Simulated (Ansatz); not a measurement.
# Y3Zn: relaxing a made-up structure, part 2 of 2

Starting from a made-up structure for Y3Zn, the aim is the relaxed cell, its shortest contacts and, where a second run follows, its electronic structure.

Ansatz 0.2.0; DFT, PBEsol, plane-wave PAW, files of the set soft_1, scalar-relativistic, no spin, cell and ions relaxed at zero pressure; PAW set soft_1 (the session's first sound run).

So far: Starting point; Relaxation of the guess. The relaxed cell has a = 4.683 Å (conventional setting).

**3. Bands of the relaxed cell**

With the geometry fixed, one more self-consistent run, with a narrower smearing and the mesh shown in its input, gives the bands, and its pressure, and its forces where symmetry allows any, show how far the geometry depends on these settings.

This step: DFT, PBEsol, plane-wave PAW, files of the set soft_1, scalar-relativistic, no spin, bands and density of states at the relaxed cell; PAW set soft_1 (Ansatz 0.2.0).

The input, input.yaml:

```yaml
crystal:
  lattice:
    - [4.6828014703, 0.0, 0.0]
    - [0.0, 4.6828014703, 0.0]
    - [0.0, 0.0, 4.6828014703]
  atoms:
    - { symbol: "Y", position: [0.5, 0.5, 0.0] }
    - { symbol: "Y", position: [0.5, 0.0, 0.5] }
    - { symbol: "Y", position: [0.0, 0.5, 0.5] }
    - { symbol: Zn, position: [0.0, 0.0, 0.0] }
kpoints:
  mp_grid: { grid: [8, 8, 8] }
  band_path:
    path:
      - [[0.0, 0.0, 0.0], [0.0, 0.5, 0.0], [0.5, 0.5, 0.0], [0.0, 0.0, 0.0], [0.5, 0.5, 0.5], [0.0, 0.5, 0.0]]
      - [[0.5, 0.5, 0.0], [0.5, 0.5, 0.5]]
    npoints: 13
scf:
  occupations: { method: fermi_dirac, width: 0.03 }
  n_extra_bands: 8
hamiltonian:
  xc: pbesol
  pseudopotentials: { kind: paw, azcp: { folder: soft_1 }, xc_functional: pbe }
output:
  forces: true
  stress: true
  write_bands: true
  dos: { projected: true }
  write_density: true
  write_potential: true
  elf: true
  volumetric_format: npy
```

On the command line:

```bash
ansatz run input.yaml --threads 4 --pin off --max-ram 8192MiB --backend cpu --events-out ev --progress --plain --runs-dir out
```

Numbers of over 12 decimals in the logs are rounded to 6 here.

Log:

```text
[...]
Crystal: 4 atoms, lattice volume = 102.687 Å³
Basis set: ecut = 420 eV, 2007 PW (Γ), exchange–correlation on 64×64×64 points (8 copies of the dense FFT grid, shifted against one another)
Bands: 31, of which v1, the nominal top of the filled ones, is band 23 counted from 1 (22 counted from 0)
Symmetry: 48 space group operations
[...]
k-points: 35 of 512
[...]
SCF iter   1: F=—  HF=-14668.354324 eV  |F-HF|=—  |Δ(HF+E_count)|=         —  Δρ=1.04e-1  dr2=1.19e1  ethr=3.10e-3  ⟨swp⟩=5.8  Hψ=4595  notcnv=0
[...]
SCF iter  10: F=-14666.335936 eV  HF=-14666.335936 eV  |F-HF|=4.27e-10  |Δ(HF+E_count)|=   1.00e-7  Δρ=8.46e-7  dr2=8.80e-10  ethr=2.22e-10  ⟨swp⟩=14.1  Hψ=6983  notcnv=0
SCF 1 converged in 10 iterations: F = -14666.335936 eV  dr2 = 8.80e-10
[...]
NSCF: frozen V_eff on 80 k-points
SCF converged after 10 iterations
Free energy (F): -14666.335936 eV
[...]
Internal energy: -14666.318818 eV  (E = F + TS)
E sigma→0 (E₀):  -14666.327377 eV
Entropy (-TS):   -0.017118 eV (-4.280 meV/atom)
Fermi energy:    10.540379 eV
[...]
--- Stress (GPa, compression-positive) ---
       -0.211373       0.000000       0.000000
        0.000000      -0.211373      -0.000000
        0.000000       0.000000      -0.211373
  P = ⅓ Tr σ = -0.2114 GPa (-2.114 kbar)
--- Band table (eV; the first three rows and the last of 35) ---
  k-point 0: bands = [... 19 lower, 9.8380, 9.8380, 10.0568, 10.0568, 10.0568, 12.3144, 12.3144, 12.3144, ... 4 higher]
  k-point 1: bands = [... 19 lower, 9.6405, 9.9861, 10.0934, 10.0934, 10.1026, 12.1397, 12.1397, 12.1886, ... 4 higher]
  k-point 2: bands = [... 19 lower, 9.1333, 10.1640, 10.1640, 10.2249, 10.4068, 11.9195, 11.9195, 12.1564, ... 4 higher]
  k-point 34: bands = [... 19 lower, 9.1298, 9.1298, 10.7316, 10.7316, 10.7316, 11.9989, 12.3005, 12.3005, ... 4 higher]
```

The job ended after 3.7 s (4 threads of Arm Neoverse V1, shared host; peak memory 0.44 GiB).

Numbers from this step:

| Item | Value |
| --- | --- |
| free energy | -14666.3359 eV |
| energy at zero smearing | -14666.3274 eV |
| smearing term TS | 0.01712 eV |
| Fermi energy | 10.54 eV |
| pressure | -0.2114 GPa |

bands.tsv at the labelled points (eV, zero at the Fermi level; the bands that come nearest the Fermi level along the path):

```
point  band 19  band 20  band 21  band 22  band 23  band 24  band 25  band 26
    Γ    -2.93    -0.70    -0.70    -0.48    -0.48    -0.48     1.77     1.77
    X    -3.27    -1.43    -0.34    -0.34    -0.10     0.80     1.43     1.43
    M    -1.95    -1.95    -0.80    -0.64     0.42     0.46     0.46     1.64
    Γ    -2.93    -0.70    -0.70    -0.48    -0.48    -0.48     1.77     1.77
    R    -1.41    -1.41    -1.41     0.19     0.19     0.19     1.46     1.76
    X    -3.27    -1.43    -0.34    -0.34    -0.10     0.80     1.43     1.43
    M    -1.95    -1.95    -0.80    -0.64     0.42     0.46     0.46     1.64
    R    -1.41    -1.41    -1.41     0.19     0.19     0.19     1.46     1.76
```

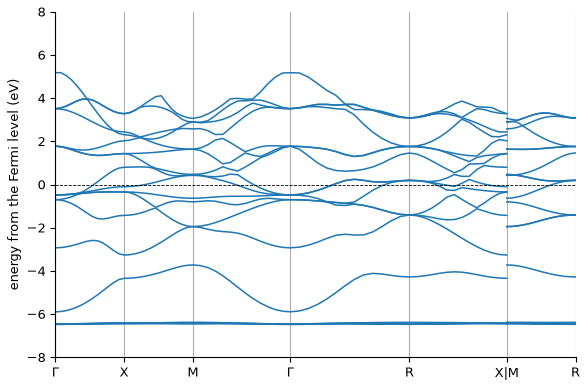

Bands along the path. 12 bands lie wholly below the window drawn.

States per cell as run, both spins, in windows of 1 eV, from dos.tsv (zero at the Fermi level):

```
from  to  total
  -8  -7   0.00
  -7  -6  10.00
  -6  -5   0.28
  -5  -4   1.54
  -4  -3   0.22
  -3  -2   1.79
  -2  -1   2.18
  -1   0   4.82
   0   1   4.67
   1   2   4.50
```

A further 24.0 states lie below the table's range.

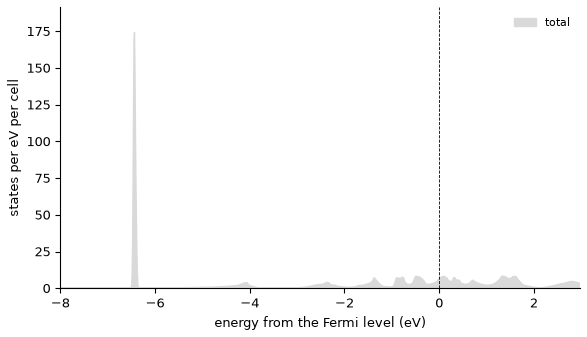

Total density of states, smoothed over about 0.04 eV.

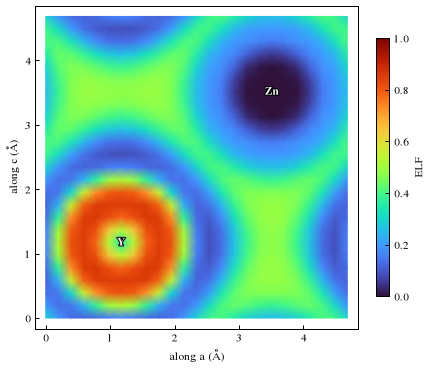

ELF in the ac plane at fractional y = 0.000, with atoms of Y and Zn within 0.2 Å of it. It is the smooth field of the valence electrons, not physical close to the nuclei. The map starts off the cell's origin, so that atoms lie inside it.

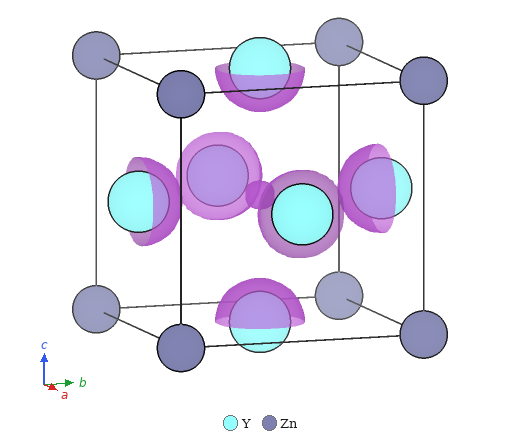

Surface of ELF = 0.78.

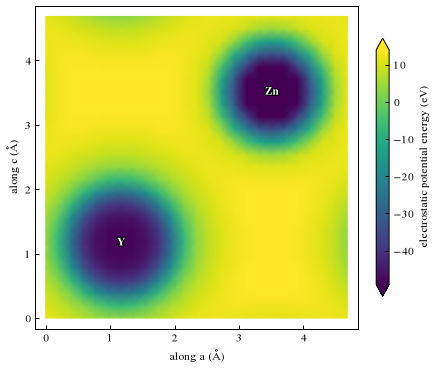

Electrostatic potential energy in the ac plane at fractional y = 0.000, with atoms of Y and Zn within 0.2 Å of it. With pseudopotentials it is smooth inside the atoms' cores, unlike the true potential. The map starts off the cell's origin, so that atoms lie inside it.

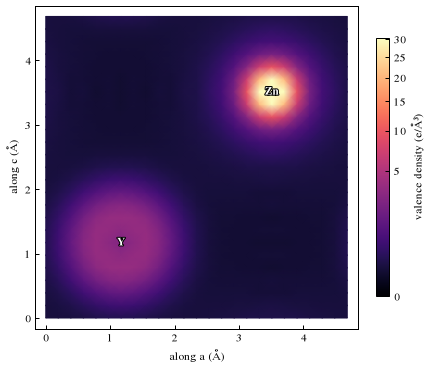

Valence density in the ac plane at fractional y = 0.000, with atoms of Y and Zn within 0.2 Å of it. It is the smooth field of the valence electrons, not physical close to the nuclei. The map starts off the cell's origin, so that atoms lie inside it. The colour scale is stretched toward low values.

**4. Outcome**

```yaml
space_group_relaxed: Pm-3m
conventional_cell: a = 4.683, b = 4.683, c = 4.683 Å; α = 90.0°, β = 90.0°, γ = 90.0°
volume_per_atom: 25.67 Å³ (guess 24.73)
```

**Reading.** Y3Zn relaxes to Pm-3m with a = 4.683, b = 4.683 and c = 4.683 Å. The guessed volume was 4 % too small. The space group Pm-3m was held in the relaxation, so the end point is a stationary structure within it and may be a saddle against distortions or other arrangements. Bands cross the Fermi level, so it is a metal or semimetal at this level. The electron count is odd, which forces that without spin polarisation or a larger cell. On the 8×8×8 mesh with the narrower smearing (relaxed on 6×6×6) the forces vanish, as symmetry may demand, and the largest stress component is 0.211 GPa, against the relaxation's thresholds of 0.015 eV/Å and 0.05 GPa. The cutoff wasn't tested. No dispersion term is used, so weakly bound directions may come out too long. Nothing here tests whether the compound is stable against decomposition.

[Logs are printed without paths, hosts, clocks, repeated set-up lines and the standing remarks that a program may print on its own settings, such as how far it seeks lower states.]

[Hosts, paths, dates, database ids (printed as entryN), source tags and the programs' standing remarks are cut or masked in the printed files.]
